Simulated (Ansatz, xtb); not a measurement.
# Ligand exchange: AlH2Br + H2S → AlH2(SH) + HBr

Species: AlH2Br `[AlH2][Br]`, singlet; H2S (hydrogen sulfide) `S`, singlet; AlH2(SH), singlet; HBr (hydrogen bromide), singlet. The partners trade Br for SH: Al–Br and H–SH bonds give way to Al–SH and H–Br.

Shapes, held fixed at every level: PBE0-D4/def2-TZVP. Programs: Ansatz 0.2.0, xtb 6.7.1. The zero-point and thermal change to 298 K, harmonic and unscaled (PBE0-D4/def2-TZVP), is -1.7 kJ/mol.

```
               level                   kind  ΔH(298 K) (kJ/mol)  less CCSD(T)/def2-TZVPP
            GFN0-xTB         semi-empirical               -11.5                    -55.7
         HF/def2-SVP           Hartree–Fock               +54.5                    +10.3
    SPW92/def2-TZVPP                    LDA               +36.1                     -8.1
r2SCAN-D4/def2-TZVPP               meta-GGA               +43.2                     -1.0
 BHLYP-D4/def2-TZVPP          global hybrid               +49.1                     +4.9
      MP2/def2-TZVPP    perturbation theory               +45.8                     +1.6
       CCSD/def2-SVP  coupled cluster or CI               +46.1                     +1.9
  CCSD(T)/def2-TZVPP  coupled cluster or CI               +44.2                      0.0
```

The highest level, CCSD(T)/def2-TZVPP, gives ΔH(298 K) = +44.2 kJ/mol; the levels span -11.5 to +54.5. They disagree on the sign: 7 of 8 are positive. The column of differences is taken from that level and isn't an error. No measured value is set beside it here. Relativity is left out for Br. Outer-core shells of Br are correlated in most correlated rows, in sets that cover them unevenly.

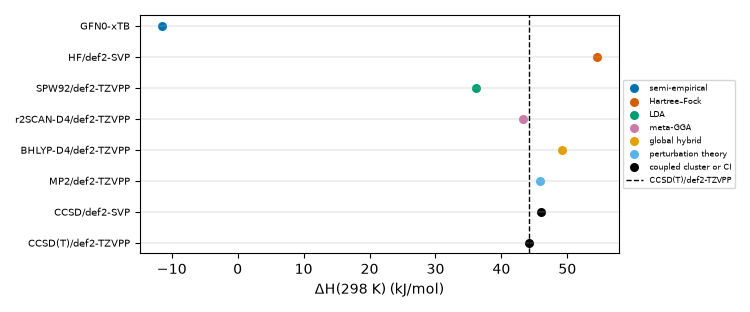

The values of the table, level by level.
